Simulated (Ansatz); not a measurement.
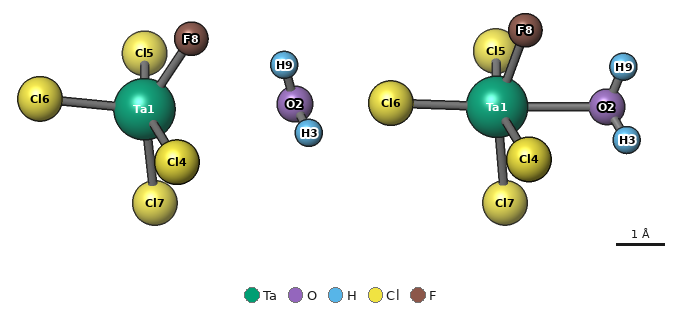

Two geometries of TaH$_{2}$OCl$_{4}$F, drawn at one scale. One is the start of a relaxation, the other its converged end. The picture is a ball-and-stick view, seen from a free direction.

The calculation used Ansatz, RKS PBE-D4/def2-SVP. (no spin polarisation; force threshold 0.03 eV/Å; at most 50 steps)

> Which geometry has the lower energy?

The right one is the relaxed one. The run prepares an end point of a later path (reaction) calculation, from a guessed geometry. Over 8 geometry steps the energy falls by 52.9 kJ/mol. Largest force component: 0.78 eV/Å at the start, 0.0077 eV/Å at the end. The atom that moves furthest after the best rigid fit is O2 (0.60 Å). Largest moves by element: O 0.60 Å, H 0.50 Å, Ta 0.27 Å, Cl 0.26 Å, F 0.25 Å. Near-neighbour distances that change, for instance: Ta1–O2 3.202 → 2.344 Å, Ta1–H3 3.514 → 2.830 Å, Ta1–H9 3.093 → 2.795 Å, Ta1–Cl7 2.311 → 2.339 Å. New bonds form, among them: Ta1–O2 (3.20 → 2.34 Å). Bond angles that change, for instance: Cl7–Ta1–F8 143.2° → 157.5°, Cl6–Ta1–F8 110.1° → 101.0°, Cl6–Ta1–Cl7 106.8° → 101.5°. The run took 26 s on 4 threads of Arm Neoverse V1, on a shared host, peak memory 0.23 GiB.
